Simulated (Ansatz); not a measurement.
# Calculations on CH$_{10}$N$_{2}$OSi$_{2}$

**1. Relaxation**

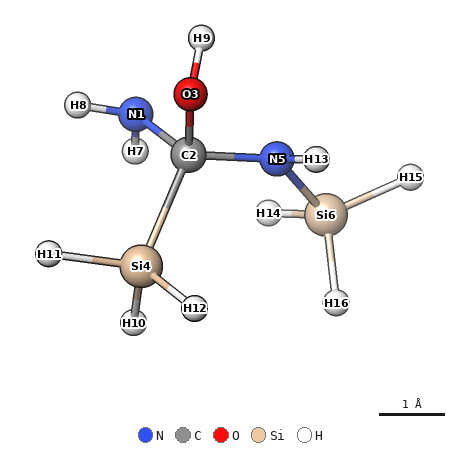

Starting structure of CH$_{10}$N$_{2}$OSi$_{2}$. The picture is a ball-and-stick view, seen at a tilt.

The run prepares an end point of a later path (torsion) calculation, from a guessed geometry.

Method: Ansatz 0.2.0, RKS B3LYP-D4/def2-SVP.

Input
```yaml
crystal:
  periodic: [false, false, false]
  atoms:
    - { symbol: "N", position_ang: [-0.7888, -0.0424, 1.5348] }
    - { symbol: C, position_ang: [0.3407, 0.0834, 0.7052] }
    - { symbol: O, position_ang: [1.2641, 0.6872, 1.5351] }
    - { symbol: Si, position_ang: [0.974, -1.6448, 0.0353] }
    - { symbol: "N", position_ang: [0.0882, 1.0618, -0.3253] }
    - { symbol: Si, position_ang: [-0.928, 1.0933, -1.662] }
    - { symbol: H, position_ang: [-1.5731, -0.391, 0.9844] }
    - { symbol: H, position_ang: [-0.6176, -0.6192, 2.2876] }
    - { symbol: H, position_ang: [0.7696, 1.4193, 1.9798] }
    - { symbol: H, position_ang: [-0.2065, -2.2584, -0.7325] }
    - { symbol: H, position_ang: [1.1684, -2.5824, 1.1935] }
    - { symbol: H, position_ang: [2.1198, -1.5326, -0.82] }
    - { symbol: H, position_ang: [0.9427, 1.4633, -0.6018] }
    - { symbol: H, position_ang: [-2.2658, 0.5228, -1.2583] }
    - { symbol: H, position_ang: [-1.0339, 2.4537, -2.1445] }
    - { symbol: H, position_ang: [-0.2767, 0.2633, -2.667] }
basis:
  gaussian: { orbitals: def2-SVP }
hamiltonian:
  xc: b3lyp
  dispersion: d4
relax:
  f_tol: 0.015
  max_steps: 40
```

Command:
```bash
ansatz run input.yaml --threads 2 --pin off --max-ram 3072MiB --backend cpu --events-out ev --progress --plain --runs-dir out
```

**Where does the relaxation end?**

H14 moves most after the best rigid fit: 2.40 Å. By element the largest moves are H 2.40 Å, N 0.80 Å, Si 0.62 Å, O 0.35 Å, C 0.32 Å. Among the contacts that change: N5–Si6 1.679 → 1.757 Å, Si4–H12 1.434 → 1.493 Å, N1–C2 1.407 → 1.463 Å, N1–H8 0.964 → 1.019 Å. Among the angles between lasting bonds that change: Si6–N5–H13 107.1° → 118.5°, C2–N5–Si6 133.4° → 122.7°, O3–C2–N5 104.5° → 113.8°. After 31 accepted moves (32 points after the start) the energy has fallen by 0.920 eV. Largest force component: 2.7 eV/Å at the start, 0.0099 eV/Å at the end. The line search rejected the trial step at point 6 of the run.

Step by step:

```
step  E − E(0), eV  largest force component, eV/Å      note
   0        0.0000                         2.7001          
   1       -0.5774                         0.7592          
   2       -0.6503                         0.3610          
   3       -0.6726                         0.2346          
   4       -0.6842                         0.2206          
   5       -0.6883                         0.2006          
   6       -0.6880                         0.1788  rejected
   7       -0.6912                         0.0329          
   8       -0.6926                         0.0337          
   9       -0.6936                         0.0374          
  10       -0.6945                         0.0730          
  11       -0.6955                         0.0873          
  12       -0.6968                         0.0988          
  13       -0.6980                         0.1154          
  15       -0.7012                         0.1668          
  16       -0.7051                         0.2171          
  17       -0.7103                         0.2446          
  18       -0.7202                         0.3351          
  19       -0.7390                         0.4491          
  20       -0.7737                         0.5041          
  22       -0.8670                         0.3106          
  23       -0.8934                         0.2618          
  24       -0.9053                         0.1561          
  25       -0.9131                         0.1316          
  26       -0.9167                         0.0792          
  27       -0.9181                         0.0548          
  29       -0.9197                         0.0395          
  30       -0.9201                         0.0713          
  31       -0.9202                         0.0466          
  32       -0.9203                         0.0099
```

The structure at the end:

```xyz
16

N    -1.0812   -0.3722    0.8622
C     0.3084   -0.1343    0.4701
O     0.9236    0.6354    1.4866
Si    1.3832   -1.7324    0.3507
N     0.2360    0.5368   -0.8027
Si   -1.1320    1.5337   -1.2734
H    -1.5281   -1.0871    0.2876
H    -1.1283   -0.6623    1.8374
H     0.4400    1.4773    1.5409
H     0.6817   -2.6908   -0.5540
H     1.5265   -2.3596    1.6958
H     2.7307   -1.4254   -0.2129
H     1.1377    0.7175   -1.2341
H    -1.5159    2.5906   -0.2884
H    -0.6595    2.2141   -2.5163
H    -2.3456    0.7363   -1.6052
```

After the run, drawn alike:

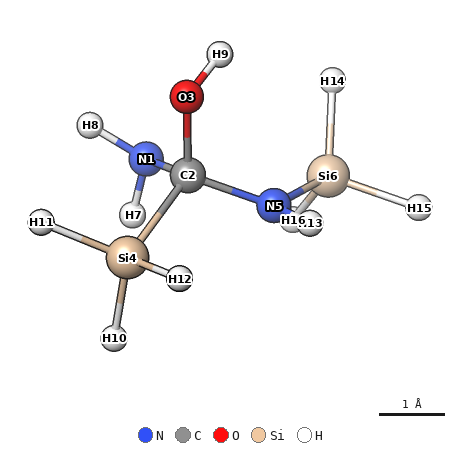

**2. Relaxation**

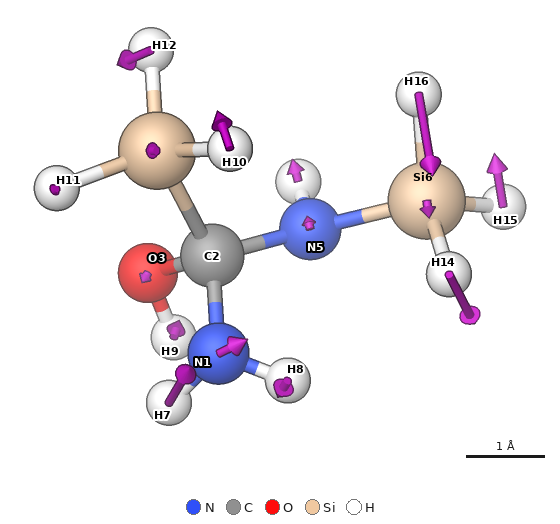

A relaxation of CH10N2OSi2. The starting structure is drawn; purple arrows show the displacements, at their true length. The two geometries are superimposed by the best rigid fit.

A ball-and-stick model, seen at a tilt.

The run prepares an end point of a later path (torsion) calculation, from a guessed geometry.

Theory: RKS B3LYP-D4/def2-SVP in Ansatz. (no spin polarisation; force threshold 0.015 eV/Å; at most 40 steps)

Question: Atoms of which element are displaced furthest, and by how much?

Answer: Hydrogen: up to 1.45 Å, against 0.49 Å for nitrogen.

Question: What happened in the run?

Answer: The atom that moves furthest after the best rigid fit is an H atom (1.45 Å). Largest moves by element: H 1.45 Å, N 0.49 Å, Si 0.25 Å, O 0.17 Å, C 0.03 Å. Among the contacts that change: N–Si 1.679 → 1.754 Å, H–N 0.964 → 1.024 Å, H–Si 1.434 → 1.490 Å, H–Si 1.536 → 1.490 Å. Bond angles that change, for instance: N–C–O 102.8° → 114.9°, Si–N–H 107.1° → 118.1°, C–N–Si 133.4° → 123.3°. Groups turn about C–N by about 65°, N–Si by about 35°, C–O by about 30°. The energy falls by 1.229 eV in 15 geometry steps. The largest force component goes from 2.6 to 0.011 eV/Å. Cost: 100 s on 2 threads of Arm Neoverse V1 (shared host), peak memory 0.42 GiB.

**3. Path**

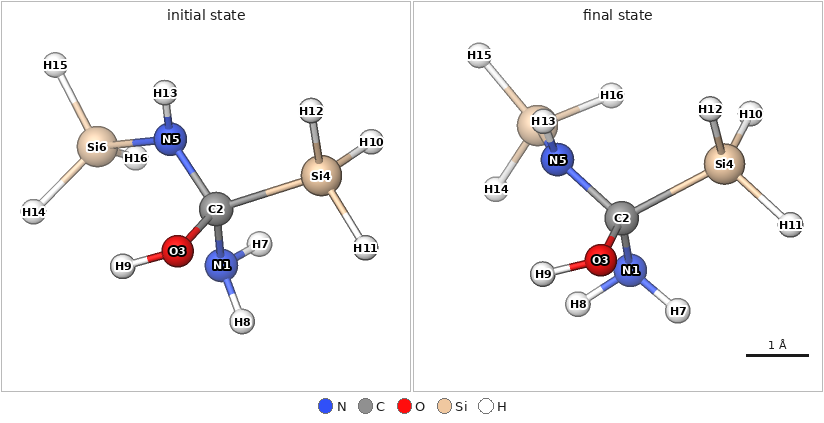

The two relaxed end points of a path for CH10N2OSi2. A ball-and-stick model, seen at a tilt.

Theory: Ansatz 0.2.0, RKS B3LYP-D4/def2-SVP.

The input:
```yaml
crystal:
  periodic: [false, false, false]
  atoms:
    - { symbol: "N", position_ang: [-1.086973, -0.473245, 0.80333] }
    - { symbol: C, position_ang: [0.29748, -0.127981, 0.47887] }
    - { symbol: O, position_ang: [0.815326, 0.64829, 1.543472] }
    - { symbol: Si, position_ang: [1.485219, -1.643962, 0.358325] }
    - { symbol: "N", position_ang: [0.230707, 0.577845, -0.775266] }
    - { symbol: Si, position_ang: [-1.183176, 1.493622, -1.274624] }
    - { symbol: H, position_ang: [-1.459015, -1.197856, 0.188978] }
    - { symbol: H, position_ang: [-1.153685, -0.797623, 1.76654] }
    - { symbol: H, position_ang: [0.272285, 1.452892, 1.601964] }
    - { symbol: H, position_ang: [0.889943, -2.618072, -0.603995] }
    - { symbol: H, position_ang: [1.616673, -2.303634, 1.689031] }
    - { symbol: H, position_ang: [2.830002, -1.227164, -0.13719] }
    - { symbol: H, position_ang: [1.134459, 0.833895, -1.161783] }
    - { symbol: H, position_ang: [-1.679866, 2.488942, -0.276052] }
    - { symbol: H, position_ang: [-0.708811, 2.245094, -2.475159] }
    - { symbol: H, position_ang: [-2.32347, 0.626256, -1.682142] }
basis:
  gaussian: { orbitals: def2-SVP }
hamiltonian:
  xc: b3lyp
  dispersion: d4
neb:
  order_check: false
  images: 7
  f_tol: 0.03
  max_iterations: 51
  initial_path: idpp
  final_atoms:
    - { symbol: "N", position_ang: [-1.07327824, -0.39225982, 0.99897987] }
    - { symbol: C, position_ang: [0.29513823, -0.06277118, 0.66839838] }
    - { symbol: O, position_ang: [1.08601051, 0.38041732, 1.76352194] }
    - { symbol: Si, position_ang: [1.22763845, -1.61818504, 0.00195318] }
    - { symbol: "N", position_ang: [0.22148776, 0.98768832, -0.3304389] }
    - { symbol: Si, position_ang: [-1.10365241, 1.14233939, -1.46974434] }
    - { symbol: H, position_ang: [-1.12252786, -1.18153128, 1.64069186] }
    - { symbol: H, position_ang: [-1.52746139, 0.40277375, 1.45674819] }
    - { symbol: H, position_ang: [0.81566952, 1.2948993, 1.9536446] }
    - { symbol: H, position_ang: [0.52883372, -2.13397537, -1.20842244] }
    - { symbol: H, position_ang: [1.2891674, -2.69870872, 1.03108971] }
    - { symbol: H, position_ang: [2.60706563, -1.19478914, -0.36943199] }
    - { symbol: H, position_ang: [1.13285763, 1.34244452, -0.60541529] }
    - { symbol: H, position_ang: [-2.35076162, 1.65138743, -0.83277237] }
    - { symbol: H, position_ang: [-0.62440723, 2.16907382, -2.44325281] }
    - { symbol: H, position_ang: [-1.42468211, -0.11150431, -2.21125058] }
```

Launched with:
```bash
ansatz run input.yaml --threads 2 --pin off --max-ram 3072MiB --backend cpu --events-out ev --progress --plain --runs-dir out
```

**What barrier does the band find between them, and by what path?**

Forward barrier 6.3 kJ/mol, backward barrier 6.6 kJ/mol, with image 4 at the top; the reaction energy is −0.3 kJ/mol. The motion is a rotation about the N1–C2 bond by about 105°. No bond forms or breaks between the ends. Among the angles between lasting bonds that change up to the highest image: O3–C2–N5 113.8° → 110.5°, N1–C2–O3 108.0° → 111.2°. The band is converged.

Energies of the converged images:

```
image  path (Å)  E (kJ/mol)
    0      0.00         0.0
    1      0.49         0.7
    2      0.97         2.6
    3      1.46         5.0
    4      1.94         6.3
    5      2.35         5.2
    6      2.76         2.6
    7      3.17         0.5
    8      3.58        -0.3
```

The geometry at the top of the path:

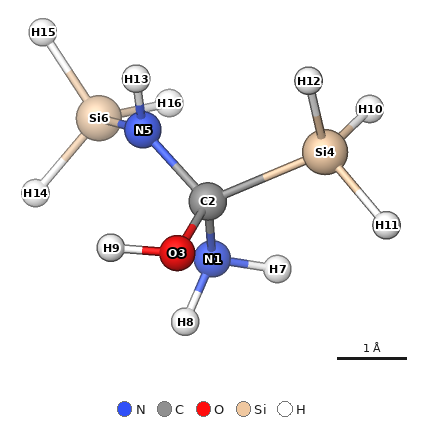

The run took 5.3 min on 2 threads of Arm Neoverse V1, on a shared host, peak memory 0.42 GiB.
